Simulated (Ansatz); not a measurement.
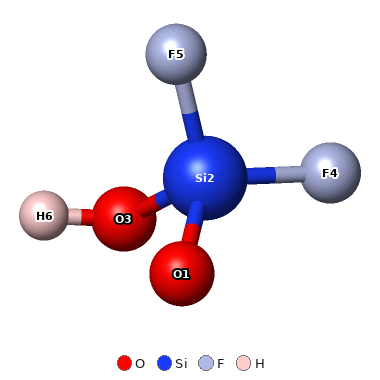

The system is F₂HO₂Si, SMILES [O][Si](O)(F)F, spin multiplicity 2; the picture shows the reference structure. The first coordinate is: bond length Si2–F5; the second: angle F5–Si2–F4. Nothing is relaxed (all other coordinates rigid). The grid has 11 × 11 points. At 22 points there is no value. Points are written as (first, second). Energies are in kJ/mol, from the relaxed molecule at the same level. Level of theory: UKS PBE-D4/def2-SVP in Ansatz 0.2.0.

Its coordinates:

```xyz
6

O     0.5157   -1.3114   -1.0162
Si   -0.2340   -0.0045   -0.3345
O     0.2142   -0.1183    1.2604
F    -1.8435   -0.0230   -0.3767
F     0.2261    1.3840   -1.0245
H     1.1634    0.0091    1.4453
```

Range: bond length Si2–F5 from 1.358 to 2.102 Å; angle F5–Si2–F4 from 61.4 to 151.4°.

**What will the energy surface look like?**

The lowest grid point is at (1.656 Å, 106.4°), 2.3 kJ/mol from the relaxed molecule at the same level. The smooth surface has its minimum beside a grid point that was not computed. The highest grid point, (1.358 Å, 61.4°), lies 777 kJ/mol above the lowest.

| angle F5–Si2–F4 ↓, bond length Si2–F5 → | 1.358 | 1.433 | 1.507 | 1.582 | 1.656 | 1.730 | 1.805 | 1.879 | 1.954 | 2.028 | 2.102 |
| --- | --- | --- | --- | --- | --- | --- | --- | --- | --- | --- | --- |
| 151.4 | 421 | 297 | 224 | 184 | 168 | 168 | 178 | 196 | 217 | 241 | 266 |
| 142.4 | 340 | 224 | 158 | – | 116 | – | 138 | – | 188 | – | 244 |
| 133.4 | 276 | 165 | 104 | 76 | 70 | 80 | 100 | 126 | 156 | 188 | 219 |
| 124.4 | 227 | – | 61 | – | 34 | – | 69 | – | 130 | 164 | 197 |
| 115.4 | 196 | 90 | 34 | 11 | 10 | 25 | 49 | 80 | 114 | 148 | 183 |
| 106.4 | 186 | – | 25 | – | 2 | – | 42 | – | 108 | – | 178 |
| 97.4 | 198 | 92 | 36 | 12 | 11 | 26 | 50 | 80 | 114 | 149 | 183 |
| 88.4 | 241 | – | 72 | – | 42 | 54 | 76 | – | 135 | – | 201 |
| 79.4 | 330 | 213 | 147 | 114 | 104 | 110 | 127 | 150 | 177 | 205 | 234 |
| 70.4 | 498 | – | 288 | – | 219 | – | 218 | – | 248 | – | 288 |
| 61.4 | 779 | 627 | 525 | 454 | 409 | 380 | 364 | 357 | 357 | 362 | 369 |

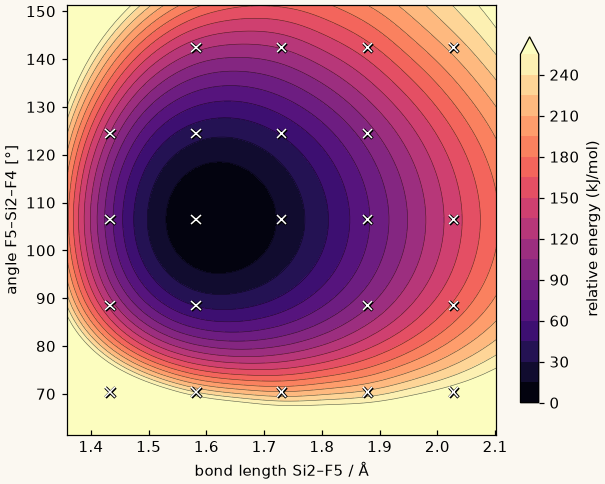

Drawn: filled contours, crosses at grid points without a value, one colour for all values above the top of the scale. Between grid points the surface is interpolated.

Time for the 99 points that were run: 14 min on 1 thread of Arm Neoverse V2, with other jobs on the host.
